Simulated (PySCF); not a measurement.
```xyz
18

C     2.8522   -0.4371   -0.1211
C     1.4658    0.1020   -0.3119
C     0.3882   -0.2988    0.3487
B    -1.1246    0.1904    0.2117
C    -2.0848   -0.9534   -0.4347
N    -1.1438    1.4243   -0.8852
H     3.5396    0.3606    0.1664
H     2.8657   -1.2028    0.6510
H     3.2248   -0.8728   -1.0501
H     1.4127    0.8811   -1.0694
H     0.5522   -1.0819    1.0837
H    -1.5560    0.6556    1.2237
H    -1.7089   -1.3185   -1.3912
H    -3.1033   -0.5991   -0.5999
H    -2.1592   -1.8170    0.2207
H    -2.0964    1.7479   -1.0069
H    -0.7851    1.0516   -1.7576
H    -0.5478    2.1744   -0.5544
```

Geometry: GFN2-xTB.

All numbers below come from CAM-B3LYP/def2-SVPD, SCF density, gas phase (PySCF).

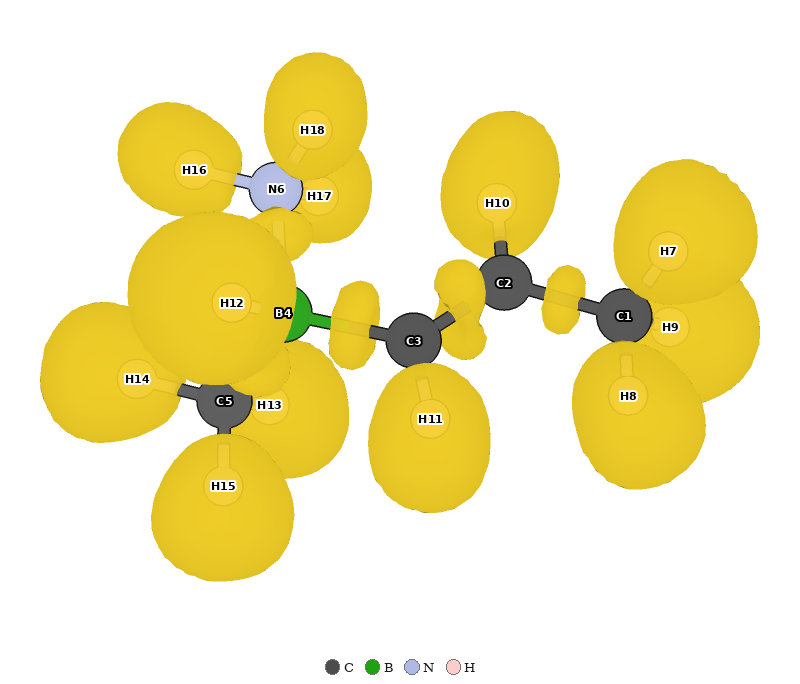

C$_{4}$H$_{12}$BN. Isosurface of the electron localisation function at 0.85 (yellow), seen at a tilt. Core shells and regions of very low density are left out.

> Identify the bonds, lone pairs and shells in this picture.

At this value the surface marks out two regions between bonded B–C atoms (shared pairs), one region between bonded B–N atoms (shared pairs), two regions between bonded C–C atoms (shared pairs) and twelve regions around hydrogen nuclei. Profiles from the grid: C–C (1.33 Å): the ELF peaks at about 0.90 between the atoms (a multiple bond). C–B (1.60 Å): the ELF peaks at about 1 between the atoms, as expected for a covalent bond.
